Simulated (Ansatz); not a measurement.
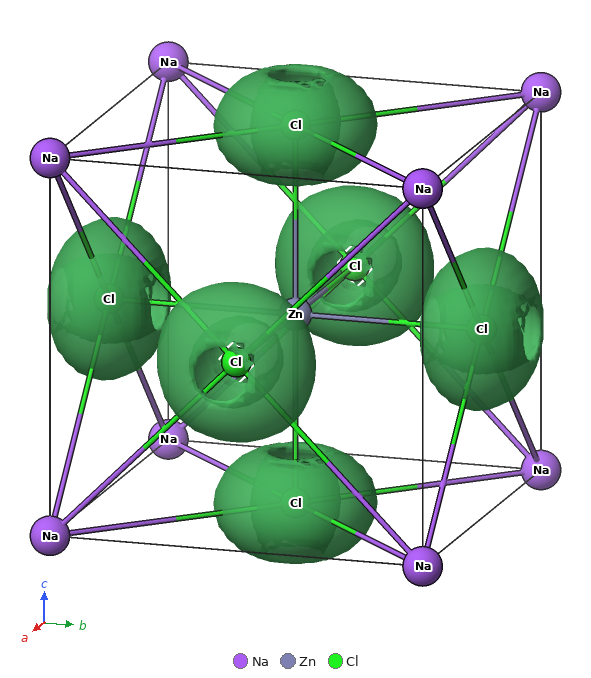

*NaZnCl3. Isosurface of the electron localisation function at 0.85 (green), seen slightly off an axis. Only the valence region is drawn (cores and ρ < 0.01 e/Å³ removed). Sticks mark near contacts.*

Space group Pm-3m; started from the cubic perovskite prototype, which need not be the ambient phase; changed on purpose from its base cell (hydrostatic strain +4.0%); computed pressure about −3 GPa in this cell.

Computed with DFT, HSE06, plane waves, PAW (Ansatz).

In a PAW calculation such maps are meaningful between the atoms, not at the nuclei.

Question: Identify the bonds, lone pairs and shells in this picture.

Answer: The surface consists of three regions wrapped around Cl (the valence shell of each), counted in one cell of 5 atoms. Regions shared between cells count once. Along the contacts the grid gives the following. Zn–Cl (2.53 Å): the ELF peaks at about 0.85 in the valence shell of Cl, 0.8 Å from its nucleus, and drops to about 0.10 between the two atoms; no localised pair shows between them. Na–Cl (3.57 Å): the ELF is about 0.25 at the midpoint and 0 at its lowest between the atoms (no localised pair shows between them).
